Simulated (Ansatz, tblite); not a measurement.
# The cluster H₁₂W₅O₂₁: a ladder of methods and basis sets, part 2 of 2

Aim: run the singlet of the cluster H₁₂W₅O₂₁ at one geometry on many levels, and compare frontier levels, spin and run time.

Ansatz 0.2.0, Gaussian basis; as each input shows. The steps go on from the part before.

## 15. PBE0-D4/def2-SVP

The input, in.yaml:

```yaml
crystal:
  periodic: [false, false, false]
  atoms:
    - {symbol: W, position_ang: [0.980609, -0.189775, 0.344700]}
    - {symbol: W, position_ang: [-2.051353, -2.229495, -0.008372]}
    - {symbol: W, position_ang: [-1.575894, 2.556491, 0.304727]}
    - {symbol: W, position_ang: [3.174791, -3.193082, -0.080553]}
    - {symbol: W, position_ang: [1.622473, 3.202349, -0.101740]}
    - {symbol: O, position_ang: [-2.772143, -0.732866, 0.924628]}
    - {symbol: O, position_ang: [-3.527913, -2.445131, -1.162958]}
    - {symbol: O, position_ang: [-2.016910, 4.365859, -0.155476]}
    - {symbol: O, position_ang: [-2.316883, 1.732322, -1.055229]}
    - {symbol: O, position_ang: [-0.389057, -1.501783, 0.632941]}
    - {symbol: O, position_ang: [1.480652, -3.669306, -0.229443]}
    - {symbol: O, position_ang: [3.862087, -3.228218, 1.705200]}
    - {symbol: O, position_ang: [-0.922691, -3.412242, -0.889195]}
    - {symbol: O, position_ang: [-2.567381, -3.447795, 1.325562]}
    - {symbol: O, position_ang: [-1.637868, -0.747572, -1.706127]}
    - {symbol: O, position_ang: [0.006780, 3.427496, 1.453177]}
    - {symbol: O, position_ang: [2.051630, 4.834631, 0.845545]}
    - {symbol: O, position_ang: [0.091074, 2.999600, -1.054720]}
    - {symbol: O, position_ang: [-0.561434, 1.034411, 0.825136]}
    - {symbol: O, position_ang: [-2.882123, 2.449868, 1.659436]}
    - {symbol: O, position_ang: [3.609889, -1.834261, -1.321707]}
    - {symbol: O, position_ang: [4.063122, -4.512611, -0.735261]}
    - {symbol: O, position_ang: [2.239903, -1.188952, 1.063607]}
    - {symbol: O, position_ang: [2.797414, 3.448475, -1.339434]}
    - {symbol: O, position_ang: [1.144638, -0.371407, -1.389854]}
    - {symbol: O, position_ang: [2.011533, 1.509191, 0.567211]}
    - {symbol: H, position_ang: [-2.163660, -0.070511, 1.331557]}
    - {symbol: H, position_ang: [-3.592511, -2.042300, -2.050054]}
    - {symbol: H, position_ang: [-1.663983, 4.815035, -0.945450]}
    - {symbol: H, position_ang: [-1.957796, 0.203089, -1.538822]}
    - {symbol: H, position_ang: [4.503025, -3.931698, 1.921939]}
    - {symbol: H, position_ang: [0.097426, -3.559678, -0.693866]}
    - {symbol: H, position_ang: [-2.285563, -4.383039, 1.290311]}
    - {symbol: H, position_ang: [-0.680639, -0.657721, -1.948794]}
    - {symbol: H, position_ang: [-0.090486, 4.357170, 1.738852]}
    - {symbol: H, position_ang: [2.825670, 5.315478, 0.491165]}
    - {symbol: H, position_ang: [-3.832115, 2.261676, 1.548888]}
    - {symbol: H, position_ang: [2.925677, -1.163708, -1.567505]}
basis:
  gaussian: {orbitals: def2-SVP, fitting: {mean_field: def2-universal-jkfit}, initial_orbitals: start.molden}
hamiltonian: {xc: pbe0, dispersion: d4}
scf: {omitted_lower_state_checks: [starts]}
output: {orbitals: {seedname: orbitals}}
```

On the command line:

```console
> ansatz run in.yaml --threads 2 --pin off --events-out ev --progress --plain --max-ram 32768MiB --backend cuda --devices 0, --max-vram 18GiB
```

The log of the run, cut to the lines that bear on the results:

```text
Functional definition: PBE0
  name "PBE0"
  cite "Adamo & Barone, J. Chem. Phys. 110, 6158 (1999) doi:10.1063/1.478522"
  cite "Perdew, Burke & Ernzerhof, Phys. Rev. Lett. 77, 3865 (1996) doi:10.1103/PhysRevLett.77.3865"
  parent pbe
[...]
2968 factors; integrals over basis functions are off by at most 1.7e-1 eV
[...]
mean field -52259.63023386 eV, -1920.5059882449 hartree, gradient 1.9e-5 eV, S^2 0.000000; 0 other end points of the search recorded, 0 dependent functions left out
reference -52259.63034056 eV, -1920.5059921658 hartree; 125, 125 occupied and 389, 389 virtual orbitals, 2968 factors
Total energy: -52261.39623710 eV, -1920.5708876666 hartree
Checks for a lower state left out: starts
```

Wall time 12 s (1 × H100 (card shared with other runs) with 2 threads of AMD EPYC 7R13, shared host).

Report: HOMO -8.75 eV, LUMO -3.38 eV.

## 16. MP2/def2-SVP

in.yaml: that of step 15 with these lines changed.

```diff
@@ -42,4 +42,4 @@
 basis:
-  gaussian: {orbitals: def2-SVP, fitting: {mean_field: def2-universal-jkfit}, initial_orbitals: start.molden}
-hamiltonian: {xc: pbe0, dispersion: d4}
+  gaussian: {orbitals: def2-SVP, initial_orbitals: start.molden}
+correlation: {method: mp2}
 scf: {omitted_lower_state_checks: [starts]}
```

Launched as before.

The log of the run:

```text
Functional definition: HF
  name "HF"
  cite "Fock, Z. Phys. 61, 126 (1930) doi:10.1007/BF01340294"
  parent pbe
  exchange = exact_x
  correlation = 0
these checks for a lower state are left out or cut short: starts
4875 factors; integrals over basis functions are off by at most 1.4e-3 eV
mean field evaluation 1: about -51975.7317 eV, gradient 1.1e2 eV
mean field evaluation 2: about -51983.5785 eV, gradient 9.4e0 eV
mean field evaluation 4: about -51986.0535 eV, gradient 3.7e0 eV
mean field evaluation 8: about -51986.0813 eV, gradient 6.3e-4 eV
mean field -51986.08133655 eV, -1910.4532516868 hartree, gradient 8.3e-6 eV, S^2 0.000000; 0 other end points of the search recorded, 0 dependent functions left out
21 core orbitals not correlated: weight in the atoms' cores, before any rotation towards them, 1.000 or more for the frozen orbitals, at most 0.000 for the correlated occupied ones
reference -51986.08133655 eV, -1910.4532516868 hartree; 104, 104 occupied and 389, 389 virtual orbitals, 4875 factors
second order -164.21185769 eV of doubles, -0.00000000 eV of singles
Total energy: -52150.29319424 eV, -1916.4879261501 hartree
Checks for a lower state left out: starts
```

Run time: 16 s. Hardware: 1 × H100 (card shared with other runs) with 2 threads of AMD EPYC 7R13, shared host.

Report: Hartree-Fock HOMO -12.71 eV, LUMO -0.29 eV.

## 17. RPA/def2-SVP

in.yaml: that of step 16 with these lines changed.

```diff
@@ -43,4 +43,4 @@
   gaussian: {orbitals: def2-SVP, initial_orbitals: start.molden}
-correlation: {method: mp2}
+hamiltonian: {xc: pbe}
+correlation: {method: rpa}
 scf: {omitted_lower_state_checks: [starts]}
-output: {orbitals: {seedname: orbitals}}
```

Same command.

The log of the run, cut to the lines that bear on the results:

```text
Functional definition: PBE
  name "PBE"
  cite "Perdew, Burke & Ernzerhof, Phys. Rev. Lett. 77, 3865 (1996) doi:10.1103/PhysRevLett.77.3865"
  parent pbe
[...]
4875 factors; integrals over basis functions are off by at most 1.4e-3 eV
[...]
mean field -52272.48447236 eV, -1920.9783727967 hartree, gradient 2.3e-6 eV, S^2 0.000000; 0 other end points of the search recorded, 0 dependent functions left out
21 core orbitals not correlated: weight in the atoms' cores, before any rotation towards them, 1.000 or more for the frozen orbitals, at most 0.000 for the correlated occupied ones
reference -51972.82945725 eV, -1909.9662541050 hartree; 104, 104 occupied and 389, 389 virtual orbitals, 4875 factors
Total energy: -52201.54470116 eV, -1918.3713842897 hartree
Checks for a lower state left out: starts
```

It took 20 s on 1 × H100 (card shared with other runs) with 2 threads of AMD EPYC 7R13, shared host; peak host memory 3.3 GiB.

## 18. Comparison

```
               level  functions  HOMO (eV)  LUMO (eV)  gap (eV)   time
       LDA/def2-TZVP        923      -7.43      -4.17      3.26  9.6 s
     PBE-D4/def2-SVP        514      -7.11      -3.88      3.23   13 s
    PBE-D4/def2-TZVP        923      -7.16      -3.90      3.26   11 s
 revPBE-D4/def2-TZVP        923      -7.06      -3.79      3.27   12 s
 r2SCAN-D4/def2-TZVP        923      -7.52      -3.91      3.61   14 s
r2SCANh-D4/def2-TZVP        923      -8.11      -3.68      4.43   14 s
    PBE0-D4/def2-SVP        514      -8.75      -3.38      5.37   12 s
   PBE0-D4/def2-TZVP        923      -8.72      -3.31      5.42   16 s
    PBE+5HF/def2-SVP        514      -7.43      -3.78      3.65  7.5 s
   PBE+10HF/def2-SVP        514      -7.76      -3.68      4.07  8.5 s
   PBE+15HF/def2-SVP        514      -8.09      -3.59      4.50   14 s
   PBE+35HF/def2-SVP        514      -9.41      -3.16      6.26   15 s
   PBE+50HF/def2-SVP        514     -10.43      -2.80      7.62   15 s
```

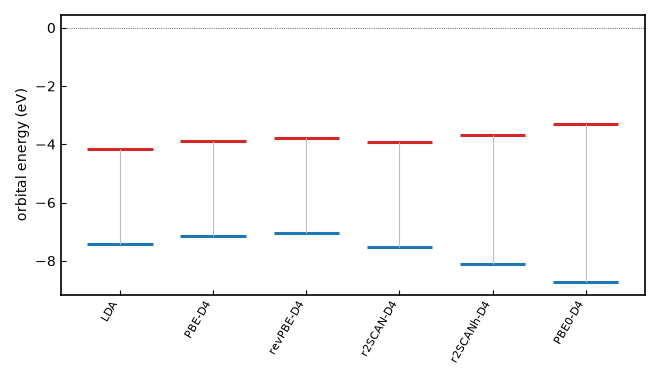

Highest filled (blue) and lowest empty (red) level in def2-TZVP.

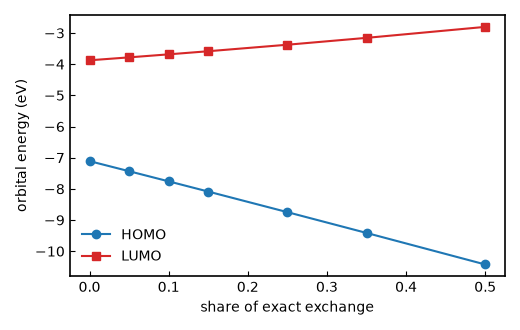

Frontier levels against the share of exact exchange, in def2-SVP.

Energy pieces by basis (eV):

```
   basis           HF  MP2 correlation              total
def2-SVP  -51986.0813        -164.2119  -52150.2932 (MP2)
```

## 19. Binding energy

Free atoms were run apart at each level; binding is atoms less cluster, divided by the number of atoms, without zero-point or spin-orbit terms.

```
        level  binding an atom (eV)
  HF/def2-SVP                 2.695
LDA/def2-TZVP                 5.863
 MP2/def2-SVP                 4.816
```

## 20. Outcome

What follows sums up all 2 parts.

| quantity | value |
| --- | --- |
| gap in def2-TZVP, named functionals, smallest and largest | 3.26 eV (LDA), 5.42 eV (PBE0-D4) |
| gap over the share of exact exchange | 3.23 eV at 0, 7.62 eV at 0.5 |
| correlation energy, MP2/def2-SVP | -164.21 eV |
| binding an atom, LDA/def2-TZVP | 5.86 eV |
| PBE0 total energy, smallest basis above largest | 54.53 eV (def2-SVP, def2-TZVP) |

What this shows: Orbital gaps of the named functionals in def2-TZVP span 3.26 eV (LDA) to 5.42 eV (PBE0-D4); exact exchange widens it. Raising the share of exact exchange from 0 to 0.5 moves the HOMO by -3.32 eV and the LUMO by +1.07 eV.

The slowest run with a step of its own, RPA/def2-SVP, took 20 s; the quickest functional in def2-TZVP took 9.6 s (shared host).
